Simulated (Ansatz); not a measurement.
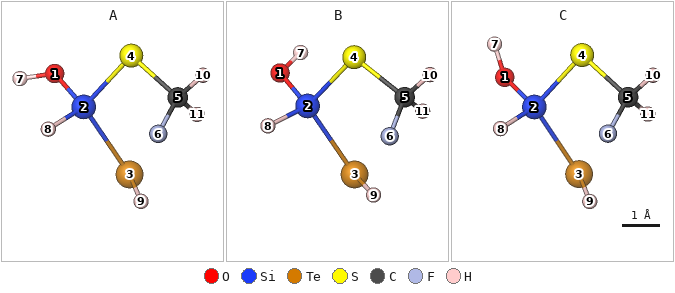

3 geometries from a converged minimum-energy path of CH$_{5}$FOSSiTe, shuffled. A ball-and-stick model, seen from a free direction.

Level of theory: RKS B3LYP-D4/def2-SVP in Ansatz 0.2.0. Run with 5 movable images; climbing image; force threshold 0.03 eV/Å; iteration limit 45; starting path through a guess of the saddle point.

Q: Which frame is the transition state?

A: C. In order along the path, whose images run from 0 to 6: B (image 0, 0.0 kJ/mol), C (image 2, +6.6 kJ/mol), A (image 4, +3.6 kJ/mol). The motion is a rotation about the O1–Si2 bond by about 225°, with a turn of about 50° about Si2–Te3. No bond forms or breaks between the ends. Bond angles that change up to the highest image, for instance: O1–Si2–H8 105.6° → 112.0°, O1–Si2–Te3 108.9° → 104.6°.

Cost: 6.6 min on 2 threads of AMD EPYC 7B13 (Zen 3) (shared host), peak memory 0.41 GiB.
